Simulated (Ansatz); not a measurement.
# Energy against volume for Sn (space group I4/mmm)

Sn (space group I4/mmm)

```cif
data_Sn8
_chemical_formula_sum 'Sn8'
_space_group_name_H-M_alt 'I4/mmm'
_space_group_IT_number 139
_space_group_name_Hall '-I 4 2'
_cell_length_a 7.99889
_cell_length_b 7.99889
_cell_length_c 4.62762
_cell_angle_alpha 90.000
_cell_angle_beta 90.000
_cell_angle_gamma 90.000
loop_
_atom_site_label
_atom_site_type_symbol
_atom_site_symmetry_multiplicity
_atom_site_Wyckoff_symbol
_atom_site_fract_x
_atom_site_fract_y
_atom_site_fract_z
_atom_site_occupancy
Sn1 Sn 8 h 0.17843 0.17843 0.00000 1
```
(The calculation used a cell of 4 atoms; values per cell refer to that cell.)

Equation-of-state scan: isotropic scaling of the cell above, V₀ being its volume. The atoms relax within the cell's symmetry.

These are PBEsol (plane waves to 420 eV, PAW, scalar-relativistic; Ansatz, a first-principles code) values and carry that method's errors. k mesh 12×12×12 (Γ-centred), Fermi-Dirac smearing 0.05 eV. E stands for the smeared free energy. Compression counts positive. With the shape held, the modulus is that of even scaling; a crystal free to change shape is softer. Sn was relaxed with its symmetry unable to fall. This is one of several known forms of Sn; the measured ambient cells at hand have space group No. 141 or 227. The zero of ΔE is the relaxed starting cell.

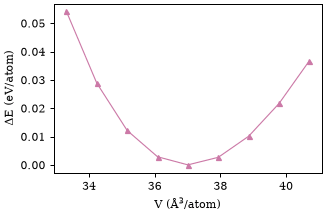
ΔE (eV/atom) against V (Å³/atom); one marker a computed point.

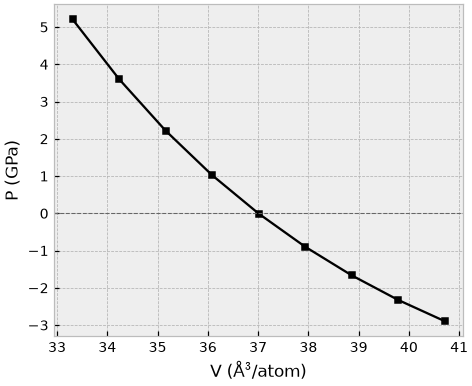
P (GPa) against V (Å³/atom); computed points joined by lines.

The bulk modulus at fixed cell shape B₀ (third-order Birch-Murnaghan fit) is 38.3 GPa and the pressure derivative B₀′ (fit) is 4.9. The energy cost of the largest expansion comes out as 37 meV/atom and the energy cost of the largest compression is 54 meV/atom. The pressure at the smallest volume is 5.2 GPa.

Check by three points about V = 37.011 Å³/atom, step 1.851: d²E/dV² ≈ (12 − 2·0 + 10) meV / 1.851² = 0.00642 eV/Å⁶, and V·d²E/dV² × 160.2 = 38.1 GPa.

(A scan under strain: stresses follow from slopes of the energy per volume, elastic moduli from its curvatures.)
